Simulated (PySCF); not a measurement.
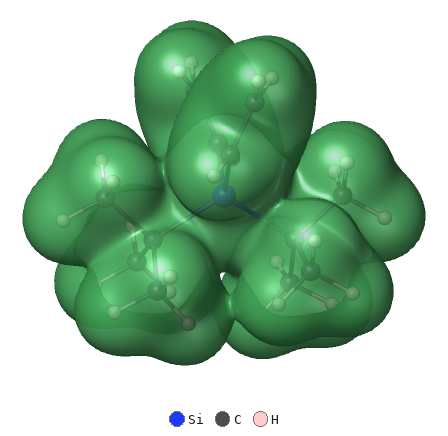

C₁₂H₂₄Si (Si(vinyl)2(tBu)2). Isosurface of the total electron density at 0.05 e/Å³ (green), seen across its widest extent.

Geometry: PBE0-D3(BJ)/def2-SVP.

Method: PBE0/pcSseg-1, SCF density, gas phase, non-relativistic (PySCF).

Input

```
{"job": {"kind": "nmr", "xc": "PBE0", "basis": "pcSseg-1"}, "charge": 0, "multiplicity": 1}
Si     0.312382     0.004815     0.214075
C      0.344067    -0.015399     2.096292
C      1.303308    -0.562253     2.853570
H     -0.514933     0.424119     2.623119
H      2.195284    -1.020304     2.411605
H      1.246328    -0.575826     3.948293
C      2.067025     0.032470    -0.466044
C      3.132827     0.565534     0.144117
H      2.227159    -0.385217    -1.470345
H      3.063097     1.005138     1.145438
H      4.123803     0.586572    -0.323946
C     -0.542764     1.640225    -0.340554
C      0.102851     2.775314     0.463443
C     -2.046741     1.614730    -0.060346
C     -0.298326     1.904111    -1.829786
H     -0.317326     3.747873     0.149800
H     -0.072797     2.672667     1.545540
H      1.191749     2.818944     0.303075
H     -2.272886     1.388185     0.994400
H     -2.570203     0.872413    -0.681917
H     -2.493234     2.600399    -0.283973
H     -0.736373     1.127569    -2.473623
H      0.777282     1.963719    -2.058222
H     -0.752117     2.867879    -2.123108
C     -0.515436    -1.635888    -0.366823
C     -0.829018    -1.616705    -1.864327
C     -1.797637    -1.909096     0.425065
C      0.482441    -2.763291    -0.074961
H     -1.206569    -2.603794    -2.186697
H     -1.603182    -0.875729    -2.115205
H      0.060227    -1.393612    -2.476023
H     -2.573864    -1.151132     0.244503
H     -1.604979    -1.943050     1.508849
H     -2.220378    -2.887819     0.134668
H      0.747398    -2.806229     0.993339
H      1.416438    -2.651782    -0.647133
H      0.040749    -3.739150    -0.345639
```

Run with:

```sh
OMP_NUM_THREADS=2 python probes_run.py task.json out
```

Q: How is the density connected at this value?

A: At this value the surface is in one piece. It bridges the sampled C–C (1.34 Å), C–Si (1.88 Å), C–H (1.10 Å) and C–C (1.53 Å) contacts, where the density stays above the isovalue. On the grid the lowest density along these lines, outside the cores, is 2.2 e/Å³ (C–C, 1.34 Å), 0.79 e/Å³ (C–Si, 1.88 Å), 1.9 e/Å³ (C–H, 1.10 Å) and 1.6 e/Å³ (C–C, 1.53 Å).
